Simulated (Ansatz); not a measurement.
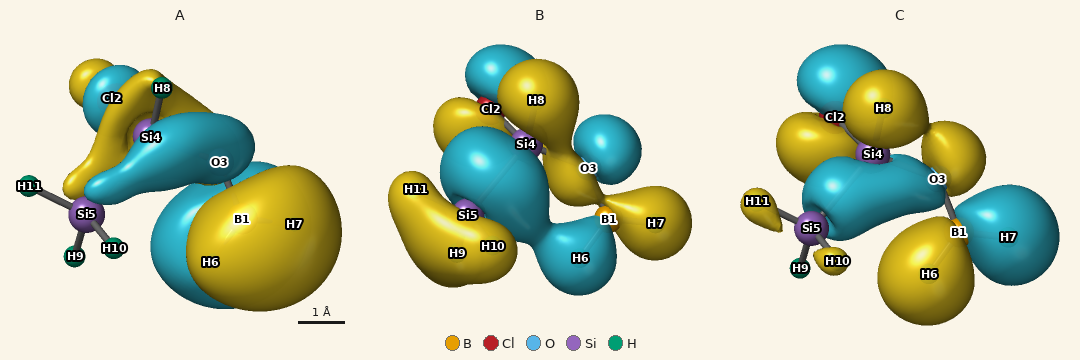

BClH$_{6}$OSi$_{2}$. Three frontier orbitals at ±0.06 Å⁻³ᐟ² (yellow and cyan are the two phases), in no order.

Geometry: B3LYP-D3(BJ)/def2-SVP.

Theory: isolated molecule in a Gaussian basis; Kohn-Sham density functional theory, functional PBE0 in Ansatz 0.2.0.

```xyz
11

B    -2.4015    1.1009    1.0963
Cl    1.2895    0.2063   -0.3517
O    -1.2498    1.5954    0.5926
Si   -0.4141    1.2928   -0.8381
Si   -1.6605   -0.0040   -2.3497
H    -3.0553    0.3066    0.4512
H    -2.7572    1.4749    2.1872
H     0.0204    2.6150   -1.3505
H    -1.9019   -1.3522   -1.7656
H    -2.9600    0.6538   -2.6704
H    -0.8540   -0.1383   -3.5975
```

### Which picture is the HOMO−1, the HOMO and the LUMO?

C is the HOMO−1 (−8.90 eV). Its weight (Hirshfeld) is mainly on Cl2 (about 20 %), B1 (about 20 %), H6 (about 15 %), H7 (about 15 %), O3 (about 10 %) and Si4 (about 10 %). B is the HOMO (−8.25 eV). Its weight (Hirshfeld) is mainly on Si5 (about 25 %), Si4 (about 20 %), O3 (about 15 %), Cl2 (about 15 %) and B1 (about 5 %). A is the LUMO (−0.95 eV). It lies mainly on B1 (about 60 %), O3 (about 10 %), Si4 (about 10 %), H7 (about 10 %) and H6 (about 10 %).

### What is the HOMO–LUMO gap?

7.30 eV between the orbital energies.
